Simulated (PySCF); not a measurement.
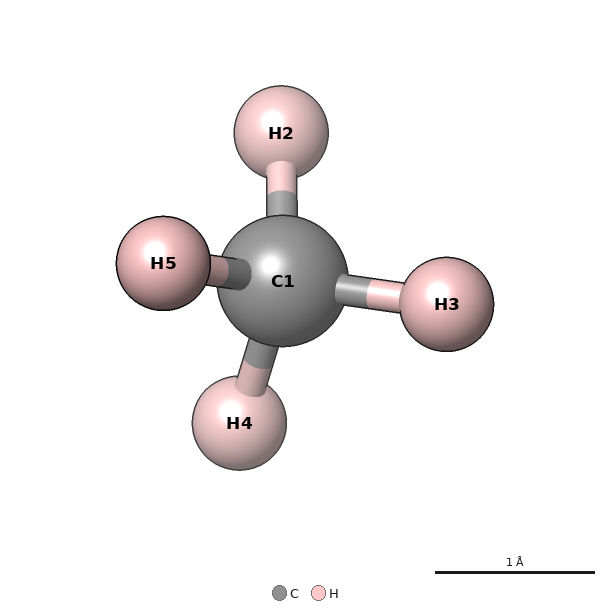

The picture comes from a calculation with PySCF.

Orthographic view. Distant atoms are faded towards the background colour. Geometry: a fixed input geometry, not necessarily a minimum.

Write a MOL file (V2000) with the atoms in numerical order, bonds sorted by atom number with the orders drawn, and coordinates in the frame of the picture: x right, y up, z towards the viewer, origin at the mean position.

```
CH4
                    3D

  5  4  0  0  0  0  0  0  0  0999 V2000
    0.0000    0.0000    0.0000 C   0  0  0  0  0  0  0  0  0  0  0  0
   -0.0100    0.9300   -0.6400 H   0  0  0  0  0  0  0  0  0  0  0  0
    1.0300   -0.1500    0.4400 H   0  0  0  0  0  0  0  0  0  0  0  0
   -0.2700   -0.8900   -0.6300 H   0  0  0  0  0  0  0  0  0  0  0  0
   -0.7500    0.1100    0.8400 H   0  0  0  0  0  0  0  0  0  0  0  0
  1  2  1  0
  1  3  1  0
  1  4  1  0
  1  5  1  0
M  END
```
